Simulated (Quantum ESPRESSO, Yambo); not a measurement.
# Quasiparticle gap of KCl (Sylvite) in Yambo, part 2 of 2

How does a plane-wave GW calculation on KCl (Sylvite) run from the first input to the gap?

Quantum ESPRESSO 7.5 and Yambo 5.3.0; PBE and many-body steps on it, plane waves. Known limits of the many-body steps: not at the basis limit.

So far. Step 3 (Bands along the symmetry lines): The gap is 5.190 eV, as in the run before at this level. Step 4 (Empty states on the mesh, 4×4×4 mesh, 99 bands): On this mesh the gap is 5.190 eV.

## 5. Conversion and set-up

This step: Yambo 5.3.0; conversion and set-up on PBE, plane waves, norm-conserving pseudopotentials.

The states are converted to the many-body program's format and the q mesh is built.

Command:

```bash
$ (cd o/x.save; p2y > p2y.log; mv SAVE ../..); yambo > setup.log
```

Log:

```text
 Yambo, version 5.3.0

 [02] CORE Variables Setup
 =========================

  [02.01] Unit cells
  ==================

  Cell kind             :  FCC
  Atoms in the cell     :  K  Cl
  number of K  atoms    :  1
  number of Cl atoms    :  1

  List of atomic masses
  Mass of K     :  39.09800
  Mass of Cl    :  35.45000

  List of atomic coordinates    : [cc]
  K1       :  0.000000  0.000000  0.000000  order 1
  Cl1       :  5.945967  5.945967  5.945967  order 2

  Alat factors          :  5.945967  5.945967  5.945967 [a.u.]
  Direct lattice volume :  420.4336 [a.u.]
  Direct lattice vectors:  A[ 1 ]  A[ 2 ]  A[ 3 ]
   A[ 1 ]: -0.000000  1.000000  1.000000  [iru]
  -0.000000  5.945967  5.945967  [cc]
   A[ 2 ]:  1.000000  0.000000  1.000000  [iru]
   5.945967  0.000000  5.945967  [cc]
   A[ 3 ]:  1.000000  1.000000 -0.000000  [iru]
   5.945967  5.945967 -0.000000  [cc]

  Recip. lattice volume :  0.589987 [a.u.]
  Recip. lattice vectors:  B[ 1 ]  B[ 2 ]  B[ 3 ]
   B[ 1 ]: -0.500000  0.500000  0.500000  [iku]
  -0.528357  0.528357  0.528357  [cc]
   B[ 2 ]:  0.500000 -0.500000  0.500000  [iku]
   0.528357 -0.528357  0.528357  [cc]
   B[ 3 ]:  0.500000  0.500000 -0.500000  [iku]
   0.528357  0.528357 -0.528357  [cc]

  [02.02] Symmetries
  ==================

  Inversion symmetry    : yes
  Spatial inversion     : yes
  Inversion index       :  25
  K-space Time-reversal : no
  Magnetic symmetries   : no
  Group table correct   : yes
  Symmetries units      :  [cc]

   [S  1]:   1.0000      0.31277E-16  0.31277E-16  0.31277E-16   1.0000     -0.31277E-16 -0.31277E-16 -0.31277E-16   1.0000
   [S  2]:  -1.0000     -0.31277E-16  0.31277E-16 -0.31277E-16  -1.0000     -0.31277E-16  0.31277E-16  0.31277E-16   1.0000
   [S  3]:  -1.0000      0.31277E-16 -0.31277E-16 -0.31277E-16   1.0000      0.31277E-16  0.31277E-16 -0.31277E-16  -1.0000
[...]
[... 36 further rows ...]
   [S 47]:  0.31277E-16   1.0000     -0.31277E-16 -0.31277E-16  0.31277E-16  -1.0000       1.0000     -0.31277E-16  0.31277E-16
   [S 48]:  0.31277E-16  -1.0000      0.31277E-16 -0.31277E-16 -0.31277E-16   1.0000       1.0000      0.31277E-16 -0.31277E-16

  [02.03] Reciprocal space
  ========================

  nG shells         :   318
  nG charge         :  30467
  nG WFs            :   4637
  nC WFs            :   3839
  G-vecs. in first 31 shells:  [ Number ]
     1    9   15   27   51   59   65   89  113
    137   169   181   229   259   283   307   331   339
    387   411   459   531   537   561   609   645   701
    725   749   821   869
  ...
  Shell energy in first 31 shells:  [ mHa ]
    0.00000      418.742      558.322      1116.64      1535.39      1674.97      2233.29      2652.03      2791.61
    3349.93      3768.67      4466.58      4885.32      5024.90      5583.22      6001.96      6141.54      6699.87
[...]
BZ  K-points                                      :   64

  K/Q-points units:
  rlu = crystal or reduced units; cc = cartesian coordinates; iku = interal k-units

  K [1]          [rlu]:  0.000000  0.000000  0.000000
         WF components:   3839
  K [2]          [rlu]: -0.15791E-17 -0.15791E-17  0.25000
         WF components:   3807
  K [3]          [rlu]:  0.17883E-18  0.17883E-18 -0.50000
         WF components:   3798
  K [4]          [rlu]: -0.51284E-17  0.25000      0.25000
         WF components:   3831
  K [5]          [rlu]: -0.23018E-16  0.25000     -0.50000
         WF components:   3822
  [... 2 further k-points ...]
  K [8]          [rlu]:  0.250000 -0.500000 -0.250000
         WF components:   3828

  [02.05] Energies & Occupations
  ==============================

  [X] === General ===
  [X] Electronic Temperature                        :  0.000000  0.000000 [eV K]
  [X] Bosonic    Temperature                        :  0.000000  0.000000 [eV K]
  [X] Finite Temperature mode                       : no
  [X] El. density                                   :  0.25681E+24 [cm-3]
  [X] Fermi Level                                   :  0.904510 [eV]

  [X] === Gaps and Widths ===
  [X] Conduction Band Min                           :  5.189547 [eV]
  [X] Valence Band Max                              :  0.000000 [eV]
  [X] Filled Bands                                  :   8
  [X] Empty Bands                                   :    9   99
  [X] Direct Gap                                    :  5.189547 [eV]
  [X] Direct Gap localized at k                     :  1
  [X] Indirect Gap                                  :  5.189547 [eV]
  [X] Indirect Gap between kpts                     :  1  1
  [X] Last valence band width                       :  0.471834 [eV]
  [X] 1st conduction band width                     :  2.840959 [eV]

  E @ K [1]:  [eV]
   -27.1956     -12.1178     -10.6559     -10.6559     -10.6559    -0.695052E-8 -0.240144E-8   0.00000
    5.18955   8.36653   8.36653   8.36653   9.22443   9.22443  12.97082  15.99214
  occ @ K [1]
   2.000000  2.000000  2.000000  2.000000  2.000000  2.000000  2.000000  2.000000
[...]
E @ K [2]:  [eV]
[...]
occ @ K [2]
[...]
E @ K [3]:  [eV]
[...]
occ @ K [3]
[...]
E @ K [4]:  [eV]
[...]
occ @ K [4]
[...]
E @ K [5]:  [eV]
[...]
occ @ K [5]
[...]
[... 2 further k-points ...]
  E @ K [8]:  [eV]
[...]
occ @ K [8]
   2.000000  2.000000  2.000000  2.000000  2.000000  2.000000  2.000000  2.000000
   0.000000  0.000000  0.000000  0.000000  0.000000  0.000000  0.000000  0.000000

 [03] Transferred momenta grid and indexing
 ==========================================

 IBZ Q-points                                      :   8
 BZ  Q-points                                      :   64

 K/Q-points units:
 rlu = crystal or reduced units; cc = cartesian coordinates; iku = interal k-units

 Q [1]          [rlu]:  0.000000  0.000000  0.000000
 Q [2]          [rlu]: -0.15791E-17 -0.15791E-17  0.25000
 Q [3]          [rlu]:  0.17883E-18  0.17883E-18 -0.50000
[...]
Q [7]          [rlu]:  0.10257E-16 -0.50000     -0.50000
 Q [8]          [rlu]:  0.250000 -0.500000 -0.250000

  [03.01] X indexes
  =================

   [03.01.01] Sigma indexes
   ========================

 [06] Game Over & Game summary
```

The job ended after 2.6 s (1 MPI rank of Arm Neoverse V1, shared host; peak memory 0.25 GiB).

## 6. Screening and self-energy, 4×4×4 mesh, 99 bands, screening to 122.5 eV

Now the one-shot GW correction: screening in the RPA, then the self-energy of the levels asked for.

This step: G0W0 on PBE, plane waves, norm-conserving pseudopotentials.

Contents of gw1.in:

```
HF_and_locXC
gw0
dyson
ppa
em1d
rim_cut
RandQpts= 1000000
RandGvec= 1 RL
EXXRLvcs= 66 Ry
VXCRLvcs= 264 Ry
Chimod= "HARTREE"
% BndsRnXp
 1 | 99 |
%
NGsBlkXp= 9 Ry
% LongDrXp
 1 | 1 | 1 |
%
% GbndRnge
 1 | 99 |
%
DysSolver= "n"
ExtendOut
PPAPntXp= 27.21138 eV
% QPkrange
 1 | 1 | 7 | 10 |
%
```

Command:

```bash
$ OMP_NUM_THREADS=1 mpirun -n 4 yambo -F gw1.in -J gw1 -C gw1 > gw1.log
```

Log:

```text
 Yambo, version 5.3.0

 [02] CORE Variables Setup
 =========================

  [... cell, symmetries and grids as in the set-up ...]

  [02.05] Energies & Occupations
  ==============================

  [X] === General ===
  [X] Electronic Temperature                        :  0.000000  0.000000 [eV K]
  [X] Bosonic    Temperature                        :  0.000000  0.000000 [eV K]
  [X] Finite Temperature mode                       : no
  [X] El. density                                   :  0.25681E+24 [cm-3]
  [X] Fermi Level                                   :  0.904510 [eV]

  [X] === Gaps and Widths ===
  [X] Conduction Band Min                           :  5.189547 [eV]
  [X] Valence Band Max                              :  0.000000 [eV]
  [X] Filled Bands                                  :   8
  [X] Empty Bands                                   :    9   99
  [X] Direct Gap                                    :  5.189547 [eV]
  [X] Direct Gap localized at k                     :  1
  [X] Indirect Gap                                  :  5.189547 [eV]
  [X] Indirect Gap between kpts                     :  1  1
  [X] Last valence band width                       :  0.471834 [eV]
  [X] 1st conduction band width                     :  2.840959 [eV]

 [03] Transferred momenta grid and indexing
 ==========================================

 IBZ Q-points                                      :   8
 BZ  Q-points                                      :   64

 K/Q-points units:
 rlu = crystal or reduced units; cc = cartesian coordinates; iku = interal k-units

 Q [1]          [rlu]:  0.000000  0.000000  0.000000
 Q [2]          [rlu]: -0.15791E-17 -0.15791E-17  0.25000
 Q [3]          [rlu]:  0.17883E-18  0.17883E-18 -0.50000
 Q [4]          [rlu]: -0.51284E-17  0.25000      0.25000
 Q [5]          [rlu]:  0.14002E-17  0.25000      0.50000
 Q [6]          [rlu]:  0.17883E-18  0.25000     -0.25000
 Q [7]          [rlu]:  0.10257E-16 -0.50000     -0.50000
 Q [8]          [rlu]:  0.250000 -0.500000 -0.250000

 [04] Coloumb potential Random Integration (RIM)
 ===============================================

  [04.01] RIM initialization
  ==========================

  * Diagonal components only detected *

  8 x (sBL volume)        :  0.073748 [a.u.]
  sBZ random points       :  1000000
  Points outside the sBZ  :   7999624
  RL volume               :  0.589987 [a.u.]
  Integrated volume       :  0.590014 [a.u.]

  [04.02] RIM integrals
  =====================

  Gamma point sphere radius             :  0.076068 [a.u.]
  Points outside the sphere             :   799635
  [Int_sBZ(q=0) 1/q^2]*(Vol_sBZ)^(-1/3) =:  7.763403
                                 should be <:  7.795600

  Summary of Coulomb integrals for non-metallic bands |Q|[au] RIM/Bare

  Q [1] 0.100000E-4 0.995870 * Q [2] 0.228785 1.064252
  Q [4] 0.264178 1.063621 * Q [6] 0.373605 1.026387
  Q [5] 0.438090 1.018937 * Q [3] 0.457571 1.016899
  Q [7] 0.528357 1.013120 * Q [8] 0.590721 1.010043

 [05] Dipoles
 ============

  [05.01] Setup: observables and procedures
  =========================================

 [06] Dynamic Dielectric Matrix (PPA)
 ====================================

 [WR./gw1//ndb.pp]---------------------------------------------------------------
  Brillouin Zone Q/K grids (IBZ/BZ)                :    8   64    8   64
  RL vectors                                       :   4645 [WF]
  Coulomb cutoff potential                         : none
  Electronic Temperature                           :  0.000000 [K]
  Bosonic    Temperature                           :  0.000000 [K]
  PPA    diel. fun.  energies                      : Perdew, Burke & Ernzerhof(X)+Perdew, Burke & Ernzerhof(C)
  wavefunctions                                    : Perdew, Burke & Ernzerhof(X)+Perdew, Burke & Ernzerhof(C)
  Global Gauge                                     : length
  X matrix size                                    :  229
  X band range                                     :    1   99
  X e/h energy range                               : -1.000000 -1.000000 [eV]
  X Time ordering                                  : R
  X Hxc Kernel                                     : HARTREE
  X Drude frequency                                :  0.000000  0.000000
  X poles                                          :  100.0000 [o/o]
  RL vectors in the sum                            :   4645
  [r,Vnl] included                                 : yes
  Field direction                                  :  0.577350E-5  0.577350E-5  0.577350E-5
  BZ energy Double Grid                            : no
  BZ energy DbGd points                            : 0
  BZ Q point size factor                           : -1.000000
  X Optical Averaged directions                    : none

 [07] Local Exchange-Correlation + Non-Local Fock
 ================================================

 [VXC] Plane waves :  30467
 [EXS] Plane waves :   3943

 QP @ state[ 1 ] K range:  1  1
 QP @ state[ 1 ] b range:   7  10

 [xc] Functional : Perdew, Burke & Ernzerhof(X)+Perdew, Burke & Ernzerhof(C)
 [xc] LIBXC used to calculate xc functional
  PP Number of Atomic Species                      :  2
  NLCC RL compoments                               :  30467
  PP Number of Atomic Species                      :  2
  NLCC RL compoments                               :  30467

 [xc] E_xc :  -7.315494 [Ha]
      E_xc :  -14.63099 [Ry]

  Local XC kind (lXC) : Perdew, Burke & Ernzerhof(X)+Perdew, Burke & Ernzerhof(C)
  Non-Local XC kind (nlXC) : Hartree-Fock

  Corrections @ K [1] :  [eV]
 <7|nlXC|7> = -18.61779  0.47194E-17 <7|lXC|7> = -14.14755  0.18882E-15
 <8|nlXC|8> = -18.61773  0.81952E-17 <8|lXC|8> = -14.14755 -0.18882E-15
 <9|nlXC|9> = -3.270663 -0.10627E-17 <9|lXC|9> = -6.954806 -0.18882E-15
 <10|nlXC|10> = -4.064433  0.20081E-18 <10|lXC|10> = -8.956466 -0.94408E-16

 [08] Dyson equation: Newton solver
 ==================================

  [08.01] G0W0 (W PPA)
  ====================

  [  GW  ] Bands range     :    1   99
  [GW/PPA] G damping       :  0.100000 [eV]

  QP @ state[ 1 ] K range:  1  1
  QP @ state[ 1 ] b range:   7  10

   Sc/G bands                                       :    1   99
   Sc/G damping                                     :  0.100000 ev
   Sc bands terminator                              : no
   Sx RL components                                 :   3943

   QP @ state[ 1 ] K range                          :  1  1
   QP @ state[ 1 ] b range                          :   7  10
   GF energies kind                                 : Perdew, Burke & Ernzerhof(X)+Perdew, Burke & Ernzerhof(C)
   GF WF`s kind                                     : Perdew, Burke & Ernzerhof(X)+Perdew, Burke & Ernzerhof(C)
   Xs energies kind                                 : Perdew, Burke & Ernzerhof(X)+Perdew, Burke & Ernzerhof(C)
   Xs WF`s kind                                     : Perdew, Burke & Ernzerhof(X)+Perdew, Burke & Ernzerhof(C)

 [11] Game Over & Game summary
```

The job ended after 41 s (4 MPI ranks; peak memory 1.5 GiB).

Numbers from this step:

```yaml
g0w0_gap_on_the_points_computed: 7.996 eV
starting_gap_on_the_mesh: 5.190 eV
k_of_the_valence_top: 0, 0, 0
k_of_the_conduction_bottom: 0, 0, 0
least_direct_g0w0_gap_on_the_computed_points: 7.996 eV
z_at_the_valence_top: 0.8182
z_at_the_conduction_bottom: 0.8798
```

The gap on the mesh goes from 5.19 eV to 8.00 eV, a correction of +2.81 eV.

Limits: finite bands, cutoff and mesh. v1 is the top filled band, c1 the lowest empty one. Levels before and after the correction, in eV, zero at the valence-band top of each column:

```
           conduction bottom  valence top
Kohn-Sham               5.19         0.00
     G0W0               8.00         0.00
```

```
             level  energy (eV)
Kohn-Sham  Γ v2-v1        0.000
Kohn-Sham     Γ c1        5.190
Kohn-Sham     Γ c2        8.367
     G0W0  Γ v2-v1        0.000
     G0W0     Γ c1        7.996
     G0W0     Γ c2       12.172
```

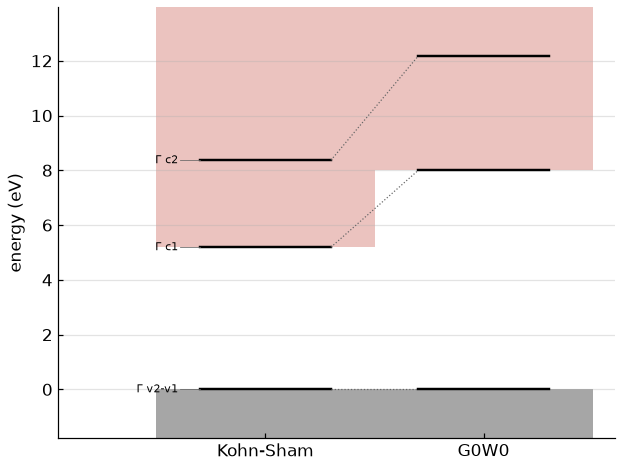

Levels before and after the correction. Shaded: valence and conduction bands.

## 7. Where the time went

Times are wall times on the hardware named with each run, good to a factor of about two.

```
                          step   time  share  memory (GiB)
                  ground state  5.4 s    9 %          0.24
bands along the symmetry lines  6.8 s   11 %          0.22
      empty states on the mesh    7 s   11 %          0.33
         conversion and set-up  2.6 s    4 %          0.25
     screening and self-energy   41 s   66 %           1.5
```

## 8. Summary of results

| Item | Value |
| --- | --- |
| PBE gap | 5.19 eV, direct |
| G0W0 gap on the mesh | 8.00 eV |
| GW settings | 4×4×4 mesh, 99 bands, screening to 122.5 eV, Godby-Needs plasmon pole |
| known limits | not at the basis limit |

In words: G0W0 moves the gap on the mesh from 5.19 eV to 8.00 eV (+2.81 eV), with Z of 0.82 and 0.88 at the edges. Only 1 of the mesh's irreducible points was corrected, so a valley elsewhere could overtake. The dearest step here is «screening and self-energy». Bands and cutoff are finite, so the gap is not at the basis limit. The miss can reach some tenths of an eV and take either sign; the mesh is an error of its own. In the G0W0 run levels were corrected at 1 k point alone, so a gap called «on the mesh» is the least over those, and an edge elsewhere would be missed.

[Paths, hosts, dates, memory and timing lines, banners, echoed tables and standing remarks are left out of the program output.]

[Logs are printed without paths, hosts, clocks, repeated set-up lines and the standing remarks that a program may print on its own settings, such as how far it seeks lower states.]

[Runs of the session that timed out or met a known fault of the program may be left out.]

[Hosts, paths, dates, database ids (printed as entryN), source tags and the programs' standing remarks are cut or masked in the printed files.]
